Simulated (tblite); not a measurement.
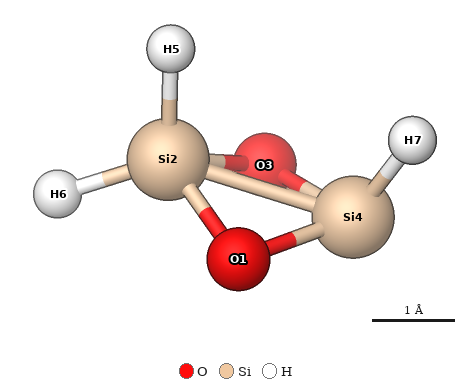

Figure 1. The structure as given in the input (ball-and-stick view, seen at a tilt; atoms are numbered from 1 in the order of the input). Bond lengths as drawn: H–Si 1.45 to 1.49 Å, O–Si 1.68 to 1.72 Å and Si–Si 2.37 Å.

**Geometry relaxation of Si2H3O2 (part 1 of 2)**

System: Si2H3O2, multiplicity 2.
Method: GFN2-xTB geometry optimisation, gas phase (tblite 0.8.0).

## The program's output
```
step      E/eV     max force
  0    -359.04507    1.596
  1    -359.13245    1.119
  2    -359.24420    0.746
  3    -359.27741    0.697
  4    -359.32666    0.541
  5    -359.34459    0.455
  6    -359.35932    0.371
  7    -359.37091    0.387
  8    -359.39753    0.497
  9    -359.43449    0.730
 10    -359.46709    0.643
 11    -359.48380    0.281
 12    -359.48882    0.197
 13    -359.49063    0.188
 14    -359.49911    0.233
 15    -359.50479    0.235
 16    -359.50806    0.162
 17    -359.50933    0.113
 18    -359.51013    0.093
 19    -359.51049    0.060
 20    -359.51070    0.034
 21    -359.51083    0.041
 22    -359.51101    0.058
 23    -359.51126    0.064
 24    -359.51146    0.051
 25    -359.51155    0.025
 26    -359.51158    0.016
 27    -359.51161    0.022
 28    -359.51164    0.024
 29    -359.51168    0.017
 30    -359.51171    0.018
 31    -359.51174    0.017
 32    -359.51176    0.016
 33    -359.51178    0.011
 34    -359.51178    0.004
```

## Trajectory as extended XYZ (Å, eV, eV/Å), 35 frames, from step=0 to step=34
```
7
Properties=species:S:1:pos:R:3:forces:R:3 step=0 energy=-359.04507
O     0.1777   -0.6415    1.0035    0.1750   1.1360  -0.6880
Si   -0.8569    0.1166   -0.0870   -0.7200  -0.3310  -0.1670
O     0.0672   -0.5868   -1.3393    0.3990   1.1420   1.0410
Si    1.3709   -0.6660   -0.2268   -0.3370  -1.1790  -0.0960
H    -0.7523    1.6038   -0.1724    0.0600  -0.7320   0.1150
H    -2.2343   -0.3468    0.0475    0.4700  -0.0650  -0.0840
H     2.2072    0.5139   -0.0707   -0.0470   0.0280  -0.1200
7
Properties=species:S:1:pos:R:3:forces:R:3 step=1 energy=-359.13245
O     0.1802   -0.6253    0.9936    0.1050   0.9590  -0.3210
Si   -0.8672    0.1119   -0.0893   -0.3760  -0.0770  -0.1060
O     0.0729   -0.5705   -1.3245    0.2620   0.9530   0.5260
Si    1.3661   -0.6828   -0.2282   -0.0140  -0.7900   0.0100
H    -0.7514    1.5933   -0.1708    0.0270  -0.6400   0.1060
H    -2.2275   -0.3477    0.0463    0.1590  -0.1890  -0.0620
H     2.2066    0.5143   -0.0724   -0.1650  -0.2160  -0.1520
7
Properties=species:S:1:pos:R:3:forces:R:3 step=2 energy=-359.24420
O     0.1859   -0.5763    0.9752    0.0830   0.5000   0.4370
Si   -0.8882    0.1064   -0.0950    0.2790   0.2440   0.0370
O     0.0869   -0.5217   -1.2949    0.1100   0.4720  -0.5670
Si    1.3633   -0.7247   -0.2284    0.2440  -0.0620   0.2200
H    -0.7498    1.5608   -0.1654   -0.0440  -0.1690   0.0770
H    -2.2176   -0.3564    0.0430   -0.4480  -0.4370  -0.0160
H     2.1991    0.5051   -0.0798   -0.2240  -0.5480  -0.1880
7
Properties=species:S:1:pos:R:3:forces:R:3 step=3 energy=-359.27741
O     0.1893   -0.5529    0.9757    0.1230   0.3290   0.4900
Si   -0.8910    0.1078   -0.0963    0.2110   0.1130   0.0520
O     0.0934   -0.4988   -1.2937    0.1550   0.3010  -0.6090
Si    1.3651   -0.7396   -0.2252    0.0810   0.1210   0.2110
H    -0.7500    1.5482   -0.1625   -0.0630   0.1070   0.0670
H    -2.2209   -0.3657    0.0417   -0.3510  -0.4140  -0.0280
H     2.1937    0.4942   -0.0850   -0.1550  -0.5570  -0.1820
7
Properties=species:S:1:pos:R:3:forces:R:3 step=4 energy=-359.32666
O     0.1993   -0.5043    0.9866    0.1170   0.0470   0.2810
Si   -0.8944    0.1094   -0.0976    0.0390  -0.1900   0.0060
O     0.1103   -0.4517   -1.3033    0.1790   0.0180  -0.2360
Si    1.3661   -0.7632   -0.2152   -0.3120   0.3120   0.1090
H    -0.7518    1.5314   -0.1558   -0.1150   0.5260   0.0550
H    -2.2318   -0.3912    0.0384    0.0190  -0.2930  -0.0660
H     2.1820    0.4628   -0.0984    0.0730  -0.4190  -0.1490
7
Properties=species:S:1:pos:R:3:forces:R:3 step=5 energy=-359.34459
O     0.2047   -0.4856    0.9956    0.0280  -0.0170   0.1110
Si   -0.8944    0.1072   -0.0980   -0.0380  -0.0790  -0.0280
O     0.1194   -0.4340   -1.3110    0.0960  -0.0500   0.0220
Si    1.3614   -0.7666   -0.2096   -0.3380   0.2130   0.0460
H    -0.7545    1.5340   -0.1524   -0.1550   0.4240   0.0580
H    -2.2359   -0.4058    0.0361    0.1960  -0.2300  -0.0830
H     2.1789    0.4440   -0.1059    0.2110  -0.2600  -0.1240
7
Properties=species:S:1:pos:R:3:forces:R:3 step=6 energy=-359.35932
O     0.2092   -0.4707    1.0054   -0.1210  -0.0180  -0.0480
Si   -0.8942    0.1056   -0.0989   -0.0830   0.1540  -0.0310
O     0.1280   -0.4207   -1.3173   -0.0600  -0.0580   0.2050
Si    1.3515   -0.7651   -0.2039   -0.1920   0.0030   0.0070
H    -0.7603    1.5439   -0.1483   -0.1910   0.1820   0.0610
H    -2.2356   -0.4230    0.0324    0.3100  -0.1800  -0.0950
H     2.1812    0.4232   -0.1147    0.3370  -0.0830  -0.0990
7
Properties=species:S:1:pos:R:3:forces:R:3 step=7 energy=-359.37091
O     0.2097   -0.4603    1.0120   -0.2220   0.0080  -0.1270
Si   -0.8953    0.1080   -0.1000   -0.0780   0.2990  -0.0070
O     0.1326   -0.4124   -1.3186   -0.1840  -0.0390   0.2450
Si    1.3417   -0.7639   -0.1995   -0.0080  -0.1300   0.0120
H    -0.7681    1.5541   -0.1442   -0.2070   0.0240   0.0580
H    -2.2301   -0.4389    0.0280    0.3210  -0.1560  -0.0980
H     2.1890    0.4066   -0.1230    0.3780  -0.0070  -0.0830
7
Properties=species:S:1:pos:R:3:forces:R:3 step=8 energy=-359.39753
O     0.2058   -0.4347    1.0246   -0.3430   0.0570  -0.2390
Si   -0.8994    0.1205   -0.1024   -0.0530   0.4920   0.0520
O     0.1390   -0.3925   -1.3168   -0.3870   0.0070   0.2410
Si    1.3196   -0.7648   -0.1884    0.3540  -0.2870   0.0520
H    -0.7913    1.5786   -0.1332   -0.2230  -0.2050   0.0430
H    -2.2100   -0.4803    0.0153    0.2780  -0.1040  -0.0980
H     2.2159    0.3664   -0.1445    0.3740   0.0410  -0.0510
7
Properties=species:S:1:pos:R:3:forces:R:3 step=9 energy=-359.43449
O     0.1939   -0.3919    1.0398   -0.3360   0.0860  -0.3360
Si   -0.9078    0.1479   -0.1050   -0.0650   0.5490   0.1100
O     0.1425   -0.3598   -1.3092   -0.4980   0.0440   0.2090
Si    1.2910   -0.7714   -0.1694    0.6670  -0.2800   0.0980
H    -0.8323    1.6146   -0.1149   -0.2280  -0.3740   0.0140
H    -2.1727   -0.5482   -0.0069    0.2270   0.0120  -0.0940
H     2.2650    0.3019   -0.1798    0.2330  -0.0370  -0.0020
7
Properties=species:S:1:pos:R:3:forces:R:3 step=10 energy=-359.46709
O     0.1768   -0.3441    1.0497   -0.1380   0.0580  -0.3360
Si   -0.9200    0.1847   -0.1062   -0.0950   0.3210   0.1210
O     0.1391   -0.3235   -1.2957   -0.3720   0.0290   0.1730
Si    1.2692   -0.7817   -0.1471    0.6360  -0.0550   0.0740
H    -0.8811    1.6492   -0.0947   -0.2240  -0.3690  -0.0140
H    -2.1263   -0.6211   -0.0330    0.1990   0.1920  -0.0790
H     2.3220    0.2297   -0.2183   -0.0060  -0.1750   0.0610
7
Properties=species:S:1:pos:R:3:forces:R:3 step=11 energy=-359.48380
O     0.1686   -0.3347    1.0438    0.0500   0.0350  -0.1510
Si   -0.9264    0.1997   -0.1045    0.0170   0.0920   0.0750
O     0.1302   -0.3178   -1.2855   -0.1520   0.0020   0.0590
Si    1.2731   -0.7838   -0.1412    0.2780   0.0370   0.0180
H    -0.8987    1.6539   -0.0900   -0.2130  -0.1840  -0.0130
H    -2.1068   -0.6347   -0.0415    0.0450   0.1670  -0.0580
H     2.3396    0.2105   -0.2264   -0.0260  -0.1490   0.0690
7
Properties=species:S:1:pos:R:3:forces:R:3 step=12 energy=-359.48882
O     0.1677   -0.3372    1.0370    0.1480   0.0280   0.0200
Si   -0.9274    0.2036   -0.1024    0.0840  -0.0350   0.0290
O     0.1235   -0.3211   -1.2807    0.0010  -0.0140  -0.0320
Si    1.2812   -0.7826   -0.1414   -0.0040   0.0110  -0.0270
H    -0.9049    1.6496   -0.0906   -0.1970  -0.0150  -0.0040
H    -2.1020   -0.6285   -0.0433   -0.0770   0.0940  -0.0410
H     2.3417    0.2094   -0.2239    0.0450  -0.0690   0.0550
7
Properties=species:S:1:pos:R:3:forces:R:3 step=13 energy=-359.49063
O     0.1692   -0.3338    1.0365    0.1590   0.0250   0.0520
Si   -0.9269    0.2058   -0.1015    0.0520  -0.0820   0.0170
O     0.1221   -0.3193   -1.2796    0.0420  -0.0220  -0.0380
Si    1.2819   -0.7829   -0.1405   -0.0530   0.0040  -0.0480
H    -0.9123    1.6500   -0.0896   -0.1870   0.0240  -0.0010
H    -2.0999   -0.6299   -0.0459   -0.0710   0.1000  -0.0330
H     2.3456    0.2033   -0.2247    0.0580  -0.0490   0.0520
7
Properties=species:S:1:pos:R:3:forces:R:3 step=14 energy=-359.49911
O     0.1836   -0.3160    1.0366    0.1160   0.0270   0.1280
Si   -0.9232    0.2128   -0.0964   -0.0630  -0.1890  -0.0190
O     0.1176   -0.3109   -1.2769    0.1790  -0.0470  -0.0280
Si    1.2844   -0.7851   -0.1384   -0.1830  -0.0480  -0.1350
H    -0.9551    1.6516   -0.0850   -0.1260   0.1190   0.0110
H    -2.0935   -0.6314   -0.0592   -0.0400   0.1010   0.0100
H     2.3659    0.1723   -0.2261    0.1180   0.0370   0.0330
7
Properties=species:S:1:pos:R:3:forces:R:3 step=15 energy=-359.50479
O     0.1987   -0.2993    1.0393    0.0170   0.0340   0.0990
Si   -0.9201    0.2155   -0.0920   -0.0990  -0.1450  -0.0140
O     0.1171   -0.3039   -1.2758    0.2130  -0.0540  -0.0010
Si    1.2843   -0.7882   -0.1391   -0.1590  -0.0570  -0.1630
H    -0.9948    1.6538   -0.0808   -0.0690   0.0900   0.0170
H    -2.0903   -0.6304   -0.0704   -0.0220   0.0750   0.0440
H     2.3847    0.1457   -0.2264    0.1190   0.0570   0.0180
7
Properties=species:S:1:pos:R:3:forces:R:3 step=16 energy=-359.50806
O     0.2106   -0.2877    1.0421   -0.0810   0.0340   0.0150
Si   -0.9183    0.2145   -0.0887   -0.0550  -0.0390   0.0110
O     0.1203   -0.3006   -1.2758    0.1560  -0.0410   0.0160
Si    1.2836   -0.7914   -0.1432   -0.0560  -0.0360  -0.1300
H    -1.0233    1.6543   -0.0783   -0.0210   0.0210   0.0150
H    -2.0910   -0.6256   -0.0768   -0.0280   0.0250   0.0600
H     2.3978    0.1296   -0.2247    0.0840   0.0350   0.0110
7
Properties=species:S:1:pos:R:3:forces:R:3 step=17 energy=-359.50933
O     0.2131   -0.2854    1.0428   -0.1040   0.0270  -0.0330
Si   -0.9180    0.2124   -0.0874   -0.0070   0.0160   0.0250
O     0.1241   -0.3017   -1.2760    0.0770  -0.0190   0.0050
Si    1.2834   -0.7927   -0.1476    0.0250  -0.0160  -0.0730
H    -1.0301    1.6532   -0.0781   -0.0050  -0.0080   0.0080
H    -2.0938   -0.6211   -0.0765   -0.0370  -0.0060   0.0550
H     2.4010    0.1284   -0.2225    0.0520   0.0070   0.0110
7
Properties=species:S:1:pos:R:3:forces:R:3 step=18 energy=-359.51013
O     0.2115   -0.2859    1.0421   -0.0780   0.0110  -0.0500
Si   -0.9180    0.2106   -0.0864    0.0150   0.0370   0.0220
O     0.1278   -0.3042   -1.2763    0.0040   0.0050  -0.0160
Si    1.2840   -0.7932   -0.1520    0.0710   0.0050  -0.0130
H    -1.0305    1.6520   -0.0784   -0.0010  -0.0190  -0.0010
H    -2.0970   -0.6174   -0.0739   -0.0370  -0.0200   0.0430
H     2.4019    0.1312   -0.2203    0.0250  -0.0180   0.0150
7
Properties=species:S:1:pos:R:3:forces:R:3 step=19 energy=-359.51049
O     0.2090   -0.2866    1.0408   -0.0320  -0.0030  -0.0380
Si   -0.9181    0.2103   -0.0857    0.0090   0.0270   0.0010
O     0.1297   -0.3057   -1.2766   -0.0220   0.0170  -0.0220
Si    1.2853   -0.7932   -0.1544    0.0560   0.0160   0.0140
H    -1.0301    1.6515   -0.0787    0.0000  -0.0140  -0.0060
H    -2.0989   -0.6159   -0.0718   -0.0290  -0.0180   0.0340
H     2.4028    0.1328   -0.2189    0.0170  -0.0240   0.0180
7
Properties=species:S:1:pos:R:3:forces:R:3 step=20 energy=-359.51070
O     0.2073   -0.2867    1.0395    0.0090  -0.0130  -0.0180
Si   -0.9182    0.2107   -0.0853   -0.0070   0.0040  -0.0220
O     0.1303   -0.3063   -1.2769   -0.0210   0.0220  -0.0150
Si    1.2867   -0.7928   -0.1556    0.0160   0.0210   0.0180
H    -1.0312    1.6515   -0.0788    0.0010  -0.0060  -0.0090
H    -2.0999   -0.6156   -0.0703   -0.0160  -0.0090   0.0290
H     2.4046    0.1324   -0.2179    0.0180  -0.0180   0.0180
7
Properties=species:S:1:pos:R:3:forces:R:3 step=21 energy=-359.51083
O     0.2068   -0.2865    1.0385    0.0260  -0.0150  -0.0050
Si   -0.9184    0.2111   -0.0854   -0.0170  -0.0140  -0.0340
O     0.1303   -0.3060   -1.2773   -0.0120   0.0220  -0.0080
Si    1.2877   -0.7923   -0.1559   -0.0150   0.0190   0.0120
H    -1.0330    1.6516   -0.0788    0.0030   0.0000  -0.0100
H    -2.1005   -0.6157   -0.0692   -0.0050  -0.0020   0.0270
H     2.4067    0.1310   -0.2172    0.0210  -0.0110   0.0180
```
